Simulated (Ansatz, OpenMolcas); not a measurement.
# Computed against measured: atomisation enthalpy at 298 K

6 molecules of light elements (H to F); the atomisation enthalpy at 298 K in kJ/mol, computed less measured. Shapes, held fixed at every level: PBE0-D4/def2-TZVP. Thermal terms are harmonic and unscaled (PBE0-D4/def2-TZVP); the spin-orbit lowering of the free atoms is taken from their spectra. Programs: Ansatz 0.2.0, OpenMolcas 26.06. Measured values: Active Thermochemical Tables, NIST-JANAF tables.

Levels: A = SVWN5/aug-cc-pVDZ; B = PBE/aug-cc-pVDZ; C = TPSS/aug-cc-pVDZ.

```
                    molecule  from tabulated heats     A    B    C
         BF3 (SMILES FB(F)F)                  1944  +264  -16  -85
            C2H2O (ethenone)                  2168  +350  +64  -23
     CH2F2 (difluoromethane)                  1763  +306  +29  -10
C2H2F2 (vinylidene fluoride)                  2361  +445  +79   -6
          C2H5F (SMILES CCF)                  2876  +377   +7  -16
      C2H5O (ethoxy radical)                  2784  +406  +40   -1
```

Task: Which level does best on this set, which worst, and which err to one side?

Result: 
```json
{"level": "SVWN5/aug-cc-pVDZ", "kind": "LDA", "mean error": "+358.0", "mean absolute error": "358.0", "worst case": "C2H2F2"}
{"level": "PBE/aug-cc-pVDZ", "kind": "GGA", "mean error": "+33.8", "mean absolute error": "39.2", "worst case": "C2H2F2"}
{"level": "TPSS/aug-cc-pVDZ", "kind": "meta-GGA", "mean error": "-23.5", "mean absolute error": "23.5", "worst case": "BF3"}
```

On this set TPSS/aug-cc-pVDZ has the smallest mean absolute error and SVWN5/aug-cc-pVDZ the largest. SVWN5/aug-cc-pVDZ is too high in 6 of 6; PBE/aug-cc-pVDZ is too high in 5 of 6; TPSS/aug-cc-pVDZ is too low in 6 of 6. Heats of the atoms come from ATcT where it has them, that of boron, 570 kJ/mol, from recent work. The tabulated value of C2H2F2 is in doubt (older tables, estimates, or at odds with other calculations) and kept here. Over the 5 molecules whose values aren't doubted the mean absolute errors are A 340.6; B 31.2; C 27.0. A functional in a double-zeta set wins here by errors that cancel. Open shells run unrestricted. The set is small.

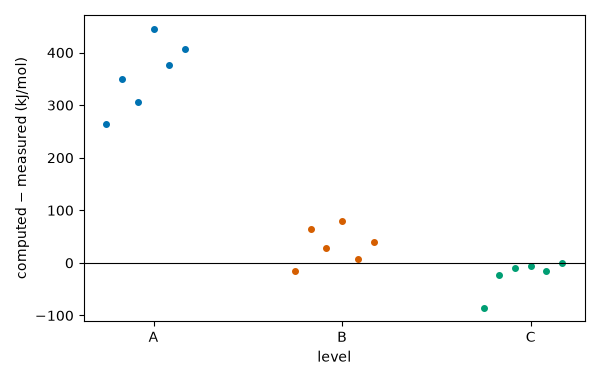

Errors of each level, one point a molecule.
